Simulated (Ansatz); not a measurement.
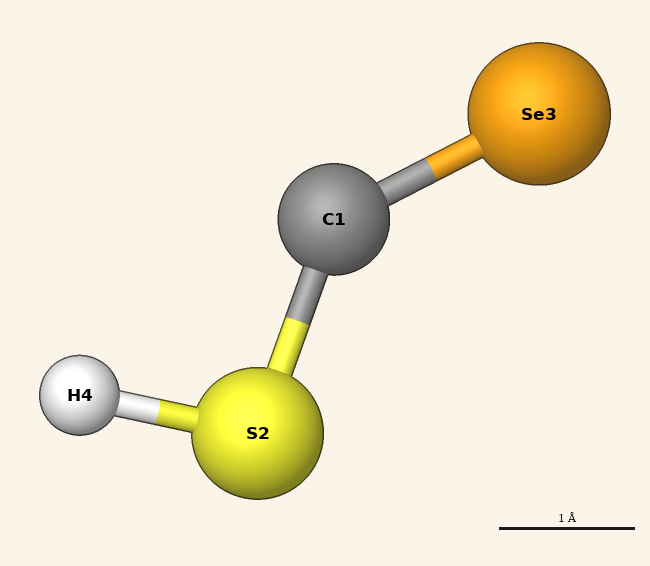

The atoms are numbered. State: neutral, doublet. Computed geometry: PBE-D4/def2-SVP optimisation. No frequency run is at hand to confirm it as a minimum.

How are the neighbours of atom 2 arranged?

S2 has 2 neighbours (C1 at 1.69, H4 at 1.37 Å); the arrangement is bent.

Describe the coordination of atom 1.

C1 has 2 neighbours (S2 at 1.69, Se3 at 1.74 Å); the arrangement is bent.
